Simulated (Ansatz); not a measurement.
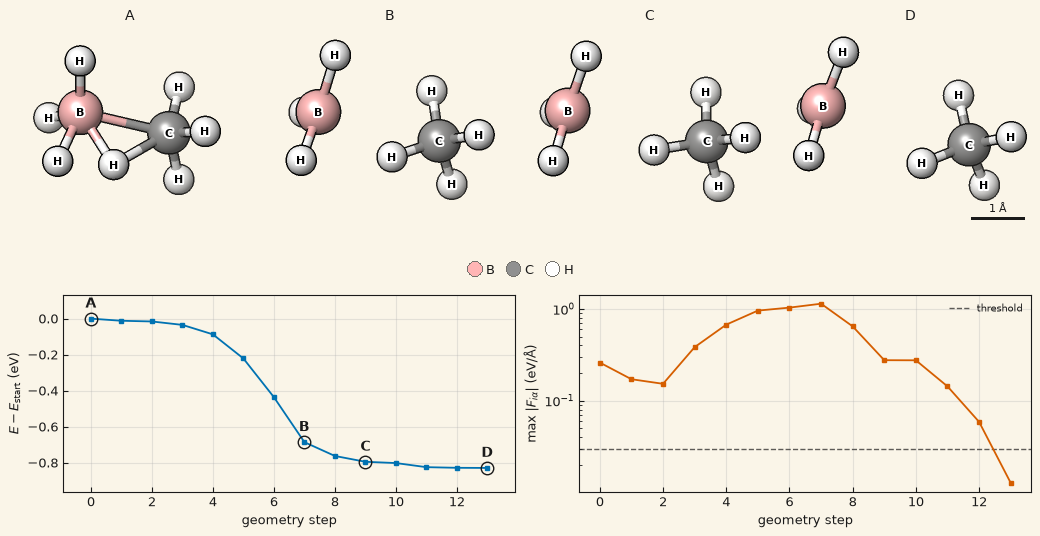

Frames of a relaxation of CH$_{7}$B, marked on the history of the run. A ball-and-stick model, seen at a tilt.

Theory: RKS B3LYP-D4/def2-SVP in Ansatz.

Input
```yaml
crystal:
  periodic: [false, false, false]
  atoms:
    - {symbol: B, position_ang: [0.214914, -0.816824, 0.251744]}
    - {symbol: C, position_ang: [-0.357709, 0.823806, -0.065493]}
    - {symbol: H, position_ang: [-0.707966, -1.551860, 0.077951]}
    - {symbol: H, position_ang: [0.862049, -0.777201, 1.252558]}
    - {symbol: H, position_ang: [0.557645, -0.074977, -0.695273]}
    - {symbol: H, position_ang: [1.039831, -1.082922, -0.675029]}
    - {symbol: H, position_ang: [-0.955968, 0.972226, -0.965795]}
    - {symbol: H, position_ang: [-1.025758, 0.879113, 0.791015]}
    - {symbol: H, position_ang: [0.372962, 1.628738, 0.028322]}
basis:
  gaussian: {orbitals: def2-SVP}
hamiltonian: {xc: {name: B3LYP}, dispersion: d4}
relax: {f_tol: 0.03, max_steps: 60, escape_saddle: false}
```

Command:
```bash
ansatz run in.yaml --threads 2 --pin off --events-out ev --progress --plain --max-ram 4352MiB
```

Describe the path.

Over 13 geometry steps the energy falls by 0.829 eV. The largest force component goes from 0.26 to 0.013 eV/Å. The atom that moves furthest after the best rigid fit is B1 (0.74 Å). By element the largest moves are B 0.74 Å, H 0.58 Å, C 0.45 Å. Some distances before and after: B1–C2 1.766 → 2.926 Å, B1–H5 1.251 → 2.183 Å, C2–H5 1.429 → 1.104 Å, B1–H6 1.269 → 1.206 Å. Bonds break: B1–C2 (1.77 → 2.93 Å), B1–H5 (1.25 → 2.18 Å). Bond angles that change, for instance: H4–B1–H6 105.5° → 119.8°, H3–B1–H6 105.5° → 119.8°, H3–B1–H4 124.2° → 120.2°. The run took of the order of 21 core-seconds on a shared host. From step 0 to 7: B and H atoms move most (0.44 Å), energy −0.686 eV. From step 7 to 9: H8 moves most (0.29 Å), energy −0.109 eV. From step 9 to 13: H5 moves most (0.32 Å), energy −0.034 eV.

| step | E − E(0), eV | largest force component, eV/Å |
| --- | --- | --- |
| 0 | 0.0000 | 0.2602 |
| 1 | -0.0118 | 0.1713 |
| 2 | -0.0157 | 0.1527 |
| 3 | -0.0347 | 0.3834 |
| 4 | -0.0873 | 0.6746 |
| 5 | -0.2212 | 0.9598 |
| 6 | -0.4359 | 1.0346 |
| 7 | -0.6856 | 1.1412 |
| 8 | -0.7624 | 0.6458 |
| 9 | -0.7947 | 0.2763 |
| 10 | -0.8018 | 0.2755 |
| 11 | -0.8246 | 0.1431 |
| 12 | -0.8281 | 0.0587 |
| 13 | -0.8289 | 0.0127 |
